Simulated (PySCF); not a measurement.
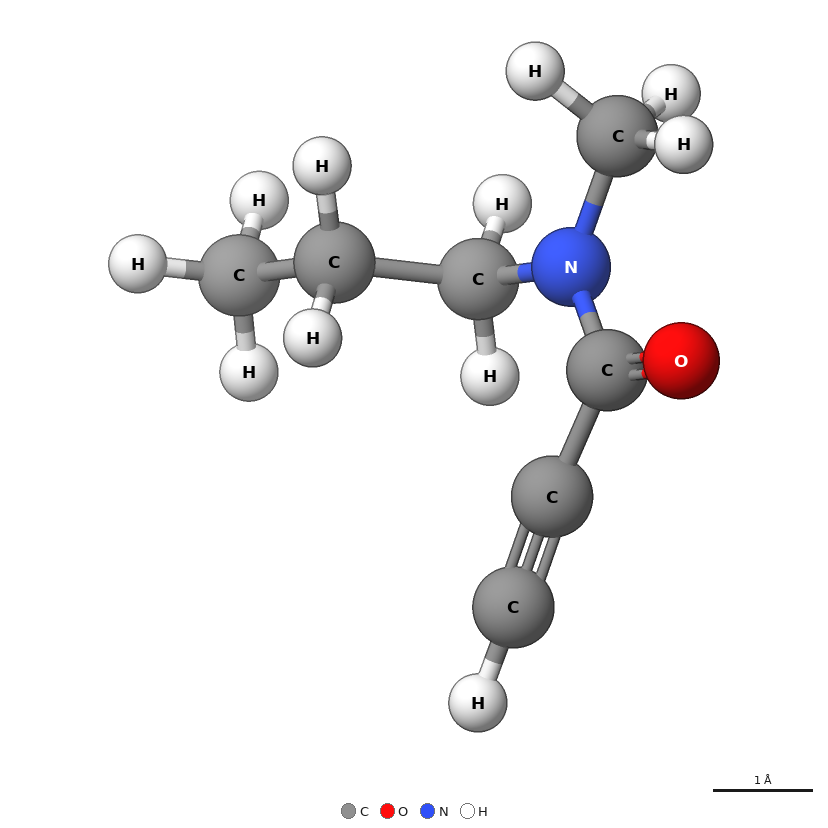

A ball-and-stick model of a molecule. Double and triple bonds are drawn as two and three sticks.

The computed structure is the end point of a GFN2-xTB optimisation. No frequency run is at hand to confirm it as a minimum.

Question: Give the formula.

Answer: C7H11NO, 20 atoms: 7 carbon, 11 hydrogen, 1 nitrogen and 1 oxygen.

Question: Describe its rings.

Answer: It has no ring.

Question: Write the SMILES.

Answer: C#CC(=O)N(C)CCC

Question: How many bonds of each kind are drawn?

Answer: 11 C–H, 4 C–C, 3 C–N, 1 C–O.

The parts below concern this one geometry. Atoms keep their numbers from picture to picture.

Bond orders

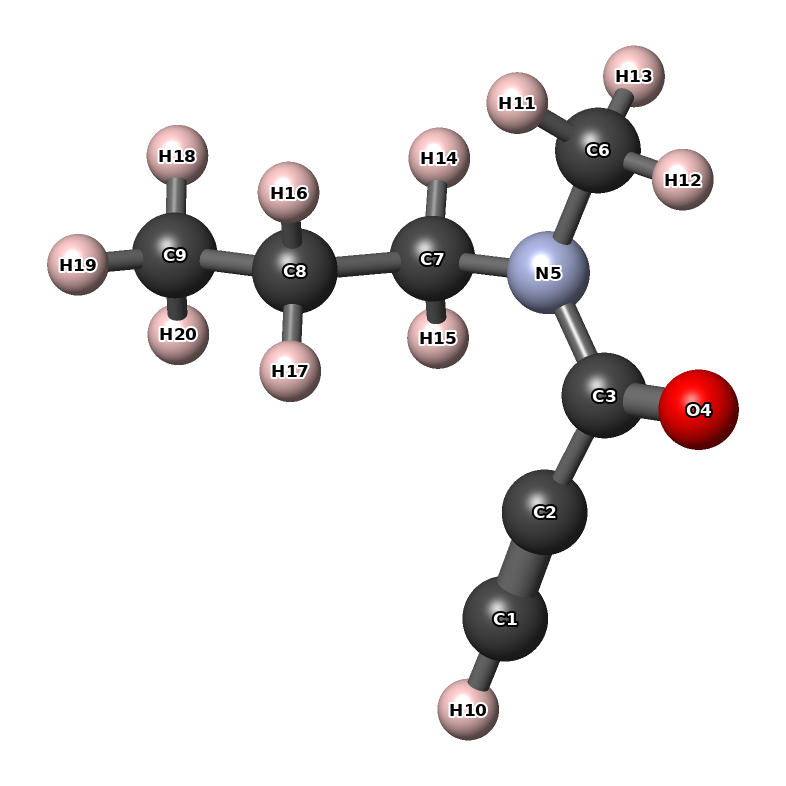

The thickness of each stick grows with its Mayer bond order. No frequency run is at hand to confirm it as a minimum. Method: PBE0/pcSseg-1 (PySCF 2.14.0).

Question: Which bond between heavy atoms has the highest Mayer bond order?

Answer: C1–C2, 2.47, at a length of 1.200 Å.

List the Mayer bond orders of C1–C2, C2–C3, C3–O4, C3–N5, N5–C6, N5–C7, C7–C8, C8–C9 (bonds between heavy atoms, one of each equivalent set).

```csv
bond,Mayer order,length (Å)
C1–C2,2.47,1.200
C2–C3,0.93,1.448
C3–O4,1.89,1.217
C3–N5,1.13,1.355
N5–C6,0.94,1.442
N5–C7,0.92,1.444
C7–C8,1.02,1.533
C8–C9,1.06,1.523
```

Electronic properties

No frequency run is at hand to confirm it as a minimum. Method: PBE0/pcSseg-1, gas phase (PySCF 2.14.0).

Question: Estimate the LUMO energy (Kohn–Sham orbital).

Answer: −0.79 eV.

Question: Estimate the HOMO energy (Kohn–Sham orbital).

Answer: −7.08 eV.

Question: Give the dipole moment at this level.

Answer: 4.20 D.

NMR shielding

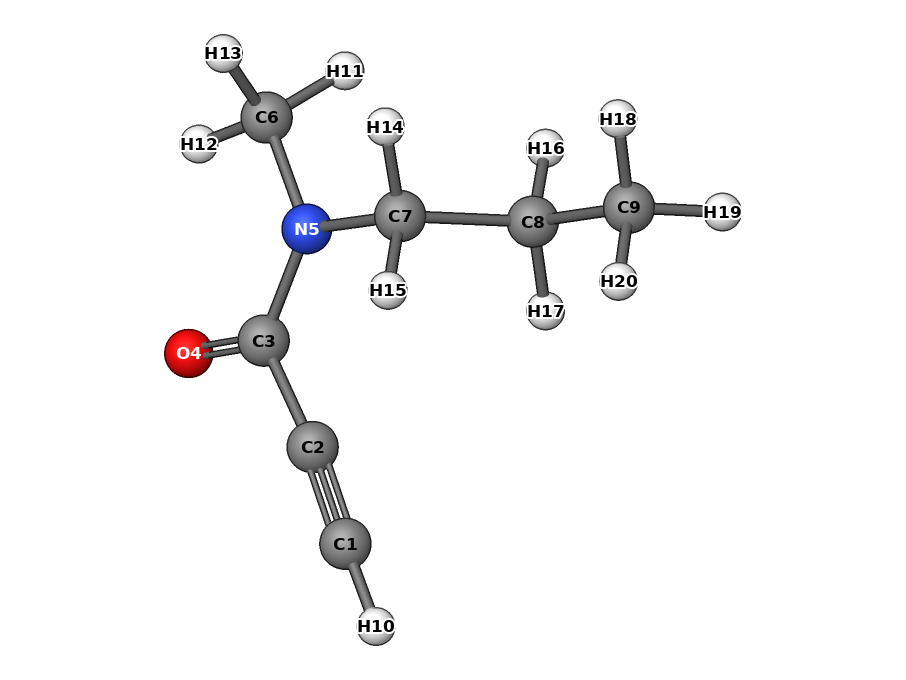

The questions are on isotropic NMR shieldings of the C atoms. No frequency run is at hand to confirm it as a minimum. Method: GIAO PBE0/pcSseg-1 NMR shielding, non-relativistic, gas phase (PySCF 2.14.0).

Give the isotropic NMR shieldings of the C atoms atom by atom.

| atom | σ (ppm) |
| --- | --- |
| C1 | 100.7 |
| C2 | 106.2 |
| C3 | 31.3 |
| C6 | 155.7 |
| C7 | 131.8 |
| C8 | 161.2 |
| C9 | 173.7 |

Quadrupole coupling

No frequency run is at hand to confirm it as a minimum. Electric field gradients from the ground-state density, PBE0/pcSseg-1 (PySCF 2.14.0), non-relativistic apart from any core potentials.

Give the largest field-gradient component, the quadrupole coupling constant and the asymmetry for 17O at O4 (Q = −25.6 mb), 14N at N5 (Q = 20.44 mb), 2H at H10 (Q = 2.86 mb), 2H at H11 (Q = 2.86 mb), 2H at H12 (Q = 2.86 mb), 2H at H13 (Q = 2.86 mb).

| atom | V_zz (a.u.) | e²qQ/h (MHz) | η |
| --- | --- | --- | --- |
| O4 | −1.575 | 9.47 | 0.14 |
| N5 | −0.973 | −4.67 | 0.04 |
| H10 | 0.391 | 0.263 | 0.01 |
| H11 | 0.302 | 0.203 | 0.07 |
| H12 | 0.297 | 0.199 | 0.04 |
| H13 | 0.301 | 0.202 | 0.06 |
